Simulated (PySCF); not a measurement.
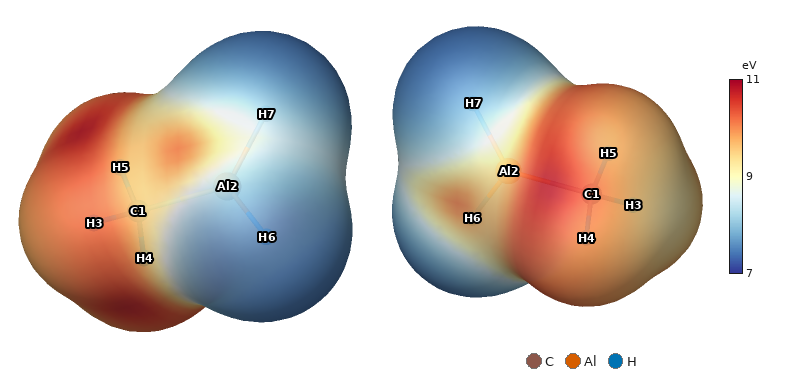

*CH5Al, SMILES `C[AlH2]`. Average local ionisation energy on the surface of electron density 0.001 a.u. (back view left, front view right).*

Method: PBE/def2-TZVP; geometry: GFN2-xTB; program: PySCF. No frequency check shows the geometry to be a minimum.

Input script:

```python
import numpy as np
from pyscf import gto, scf, dft
from pyscf.scf import atom_ks, atom_hf
from scipy.linalg import block_diag

def solve(mol, dm0=None, hcore=None):
    mf = (dft.UKS if mol.spin else dft.RKS)(mol, xc='pbe')
    mf.grids.level = 3
    mf = mf.density_fit(auxbasis='def2-universal-jkfit')
    mf.conv_tol, mf.max_cycle = 1e-8, 80
    if hcore is not None:
        mf.get_hcore = lambda *args: hcore
    mf.kernel(dm0)
    if not mf.converged:
        mf = mf.newton().run(mf.mo_coeff, mf.mo_occ, max_cycle=30)
    assert mf.converged, 'SCF not converged'
    return mf

mol = gto.M(atom='''
C      1.25943    -0.00135    -0.00060
Al    -0.72492    -0.00130    -0.00024
H      1.69037    -0.49869    -0.87651
H      1.68797    -0.51038     0.87406
H      1.66224     1.02002     0.00708
H     -1.59788    -1.28252     0.00034
H     -1.57530     1.29651     0.00170
''', basis='def2-tzvp', charge=0, spin=0, verbose=4)
mf = solve(mol)
mf.analyze()
# spherically averaged free atoms, for the promolecule
atm = atom_ks.get_atm_nrks(mol, xc='pbe')
pro = block_diag(*[(atm[a[0]][2] * atm[a[0]][3]) @ atm[a[0]][2].T for a in mol._atom])
np.savez('result.npz', e=mf.e_tot, c=mf.mo_coeff, occ=mf.mo_occ, eps=mf.mo_energy, pro=pro, dip=mf.dip_moment(verbose=0), s2=mf.spin_square()[0])
```

Run with:

```sh
OMP_NUM_THREADS=1 python input.py
```

The run took 7 s on 1 thread of Arm Neoverse V1, on a shared host, peak memory 0.38 GiB.

Partitions, critical points and surface values were worked out afterwards from this run's density.

**Where are the most loosely bound electrons on this surface?**

The lowest value is 7.4 eV, 1.5 Å from H7. Further minima include 9.0 eV, near H3 (1.84 Å), H4 (1.91 Å), H5 (1.97 Å) and C1 (2.03 Å). For comparison, the highest occupied orbital lies at −6.9 eV.
